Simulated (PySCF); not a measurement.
Input

```
mol = gto.M(atom='''
La     0.00000     0.00000     0.00000
B      2.60497     0.01148    -0.00000
H      3.81881    -0.00642     0.00000
H      2.10614    -0.58185     1.00077
H      2.10614    -0.58185    -1.00077
H      2.12906     1.17442    -0.00000
B     -1.31243     2.25022     0.00000
H     -1.90384     3.31040     0.00000
H     -0.54917     2.11490     1.00077
H     -0.54917     2.11490    -1.00077
H     -2.08161     1.25661     0.00000
B     -1.29254    -2.26171     0.00000
H     -1.91497    -3.30398     0.00000
H     -1.55697    -1.53305     1.00077
H     -1.55697    -1.53305    -1.00077
H     -0.04745    -2.43103     0.00000''',
    basis={'La': 'lcecp-1-SVP', 'B': 'def2-SVP', 'H': 'def2-SVP'},
    ecp={'La': 'lcecp-1-SVP'},
    charge=0, spin=0)
mf = dft.RKS(mol, xc='PBE')
mf.grids.atom_grid = (75, 302)  # f atoms: at least (60, 302), unpruned
mf = mf.density_fit()  # La AutoAux, B def2-universal-JKFIT, H def2-universal-JKFIT
mf.conv_tol = 1e-09; mf.max_cycle = 55
mf.kernel(dm0)
```

Run with:

```sh
OMP_NUM_THREADS=4 python run.py
```

Core potentials replace the inner electrons of La.

The calculation used RKS PBE, La lcecp-1-SVP with ECP46, B def2-SVP, H def2-SVP; non-relativistic Hamiltonian with scalar-relativistic core potentials where named; density fitting in PySCF.

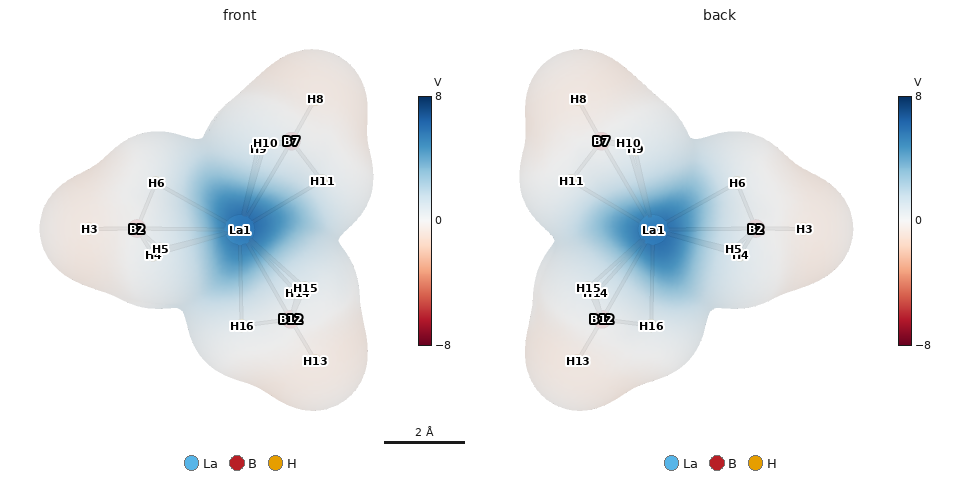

B$_{3}$H$_{12}$La (La(BH4)3). The molecular electrostatic potential painted on the density surface at 0.002 e/bohr³, seen from the front and from behind; the colour scale runs from red (negative) to blue (positive).

Describe the electrostatic potential map.

The most negative region (about −0.6 V) lies over H3 and H13, the most positive (about +6.0 V) over La1.
